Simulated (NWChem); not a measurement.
# PbS (SMILES [S][Pb]) at 6 levels

Wanted: a comparison of 6 runs (HF/def2-SVP, HF/def2-SVPD, PBE0/def2-SVP, PBE/def2-TZVPP, SVWN5/def2-TZVPP, TPSS/def2-TZVPP) of PbS. 

Program for the calculation: NWChem 7.3.0.

## 1. Starting point

PbS has 2 atoms, charge 0, and is taken as a singlet. SMILES: `[S][Pb]`. The bond length is the measured one.

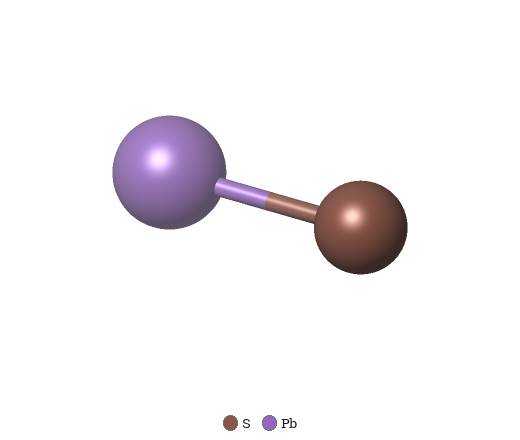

Viewed from a chosen angle; sulfur brown, lead purple.

## 2. Energy and gradient at HF/def2-SVP (core potential) (run 1)

pbs.nw reads:

```
start pbs
memory total 2200 mb

geometry units angstroms noautosym nocenter noautoz
  S      0.000000     0.000000     0.000000
  Pb     0.000000     0.000000     2.286863
end

basis spherical bse
  S library def2-SVP
  Pb library def2-SVP
end

ecp bse
  Pb library def2-SVP
end

scf
  thresh 1e-08
  maxiter 80
end

task scf gradient
```

Launch:

```
$ nwchem pbs.nw > pbs.out
```

The program printed:

```text
[...]
  functions       =    44
[...]
  wavefunction    = RHF
[...]
         Total SCF energy =   -589.269608832740
      One-electron energy =  -1048.547380946264
      Two-electron energy =    377.825410669969
 Nuclear repulsion energy =     81.452361443556
        Time for solution =      6.6s
[...]
                         RHF ENERGY GRADIENTS
    atom               coordinates                        gradient
                 x          y          z           x          y          z
   1 S       0.000000   0.000000   0.000000    0.000000   0.000000  -0.001385
   2 Pb      0.000000   0.000000   4.321544   -0.000000  -0.000000   0.001385
[...]
```

Wall time 9 s (1 thread of AMD EPYC 7R43 (Zen 3), shared host); peak memory 0.096 GiB.

## 3. Energy and forces at HF/def2-SVPD (core potential) (run 2)

job.nw reads:

```
start job
title "PbS"
memory 2200 mb
geometry noautosym nocenter noautoz
S      0.000000     0.000000     0.000000
Pb     0.000000     0.000000     2.286863
end
basis spherical bse
* library def2-SVPD
end
ecp bse
Pb library def2-SVPD
end
scf
nopen 0
rhf
thresh 1e-08
maxiter 80
end
task scf gradient
```

Launch:

```
$ nwchem job.nw > job.out
```

The program printed:

```text
[...]
  functions       =    59
[...]
  wavefunction    = RHF
[...]
         Total SCF energy =   -589.278888312734
      One-electron energy =  -1048.228825669515
      Two-electron energy =    377.497575913225
 Nuclear repulsion energy =     81.452361443556
        Time for solution =      7.3s
[...]
                         RHF ENERGY GRADIENTS
    atom               coordinates                        gradient
                 x          y          z           x          y          z
   1 S       0.000000   0.000000   0.000000   -0.000000  -0.000000   0.004915
   2 Pb      0.000000   0.000000   4.321544    0.000000   0.000000  -0.004915
[...]
```

Run time: 11 s. Hardware: 1 thread of AMD EPYC 7R43 (Zen 3), shared host; peak memory 0.092 GiB.

Runs 3 to 5 aren't shown in full; the table further down has their settings and results.

## 4. Energy and forces at TPSS/def2-TZVPP (core potential) (run 6)

sp.nw reads:

```
START sp
memory 2200 mb

GEOMETRY noautosym nocenter noautoz
  S     0.000000    0.000000    0.000000
  Pb    0.000000    0.000000    2.286863
END

BASIS spherical bse
  * library def2-TZVPP
END

ECP bse
  Pb library def2-TZVPP
END

DFT
  xc xtpss03 ctpss03
  grid fine
  convergence energy 1e-08
  maxiter 100
  mulliken
END

TASK dft gradient
```

Launch:

```
$ nwchem sp.nw > sp.out
```

The program printed:

```text
[...]
          Wavefunction type:  closed shell.
          No. of atoms     :     2
          No. of electrons :    38
[...]
          Charge           :     0
          Spin multiplicity:     1
[...]
          AO basis - number of functions:    92
[...]
              XC Information
              --------------
                  TPSS metaGGA Exchange Functional  1.000
             TPSS03 metaGGA Correlation Functional  1.000
[...]
 d= 0,ls=0.0,diis     1   -590.9735256268 -6.72D+02  3.53D-02  8.01D-01     2.5
[...]
 d= 0,ls=0.0,diis    12   -591.0910173880 -4.37D-10  2.10D-07  6.40D-10    22.1
         Total DFT energy =     -591.091017387977
      One electron energy =    -1049.117886666188
           Coulomb energy =      418.268170162132
    Exchange-Corr. energy =      -41.693662327476
 Nuclear repulsion energy =       81.452361443556
[...]
      Total Density - Mulliken Population Analysis
     ---------------------------------------------
    Atom       Charge   Shell Charges
 -----------   ------   -------------------------------------------------------
    1 S   16    16.52   2.01  0.48  1.48  1.12  0.85  4.18  1.67  0.92  2.32  1.45  0.00  0.01  0.04  0.00
    2 Pb  22    21.48   0.07 -0.62  1.89  0.68  1.24  0.67 -0.63  6.61  0.54  0.77  0.20  8.94  1.02  0.08  0.00  0.02
[...]
  wavefunction    = closed shell
                         DFT ENERGY GRADIENTS
    atom               coordinates                        gradient
                 x          y          z           x          y          z
   1 S       0.000000   0.000000   0.000000   -0.000000   0.000000   0.008127
   2 Pb      0.000000   0.000000   4.321544    0.000000  -0.000000  -0.008127
[...]
```

Wall time 33 s (1 thread of AMD EPYC 7R43 (Zen 3), shared host); peak memory 0.12 GiB.

## 5. Overview of the runs

| run | level | core potential | iteration cap | energy (Eh) | dipole moment (D) | HOMO energy (eV) | LUMO energy (eV) | wall time |
| --- | --- | --- | --- | --- | --- | --- | --- | --- |
| 1 | HF/def2-SVP (core potential) | def2-SVP | 80 | -589.269609 | 4.67 | -9.02 | 0.32 | 9 s |
| 2 | HF/def2-SVPD (core potential) | def2-SVPD | 80 | -589.278888 | 5.16 | -9.19 | 0.06 | 11 s |
| 3 | PBE0/def2-SVP (core potential) | def2-SVP | 100 | -590.834889 | 3.82 | -6.93 | -2.29 | 8.7 s |
| 4 | PBE/def2-TZVPP (core potential) | def2-TZVPP | 100 | -590.987518 | 3.76 | -6.02 | -3.06 | 41 s |
| 5 | SVWN5/def2-TZVPP (core potential) | def2-TZVPP | 100 | -589.510099 | 3.61 | -6.24 | -3.30 | 28 s |
| 6 | TPSS/def2-TZVPP (core potential) | def2-TZVPP | 100 | -591.091017 | 3.93 | -6.05 | -2.97 | 33 s |

## 6. Results

| quantity | value |
| --- | --- |
| run 6: total energy | -591.09102 Eh |
| run 6: dipole moment | 3.93 D |
| run 6: HOMO energy | -6.05 eV |
| run 6: LUMO energy | -2.97 eV |
| run 6: HOMO–LUMO gap | 3.08 eV |
| run 6: largest force on an atom | 0.418 eV/Å |

In words: The dipole moment (its size) runs from 3.61 D (SVWN5/def2-TZVPP) to 5.16 D (HF/def2-SVPD). The two ends differ in method and basis. The HOMO–LUMO gap runs from 2.94 eV (SVWN5/def2-TZVPP) to 9.34 eV (HF/def2-SVP). Totals of different functionals can't be ranked against each other. All runs together took 2.2 min, the longest 41 s.
